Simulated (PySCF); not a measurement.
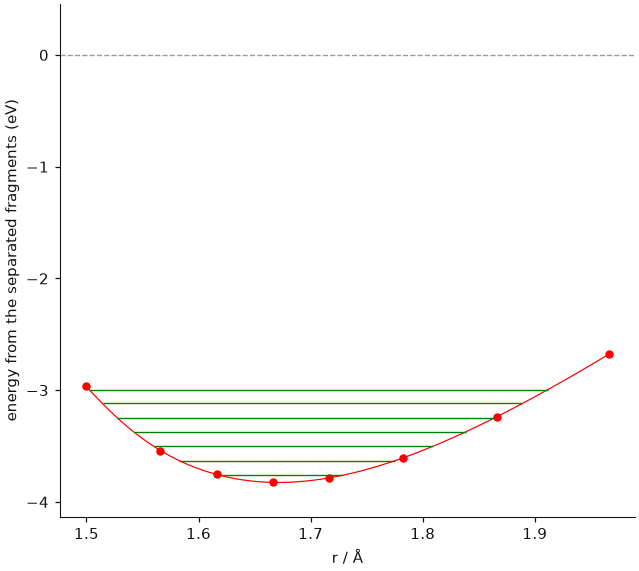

Bond curve of AsC, doublet (excess alpha electrons: σ +1). CCSD/x2c-TZVPPall (sfX2C-1e) with PySCF, ROHF. One reference determinant with the occupation held, the lowest that a PBE0 search over spins and occupations found; no spin-orbit coupling. Zero is the separated fragments in their ground configurations, without counterpoise. Horizontal lines: vibrational levels from ωe and ωexe, starting at v = 0.

What constants does a Dunham fit to the curve give (main isotopes)?

Answer. re = 1.671 Å, ωe = 1063 cm⁻¹, ωexe = 4.8 cm⁻¹, De = 3.83 eV, Be = 0.584 cm⁻¹.

How stiff is the bond?

Answer. The force constant is 6.88 mdyn/Å, which gives ωe = 1063 cm⁻¹.

Caveats: lowest determinant of a PBE0 search, another state may lie lower.
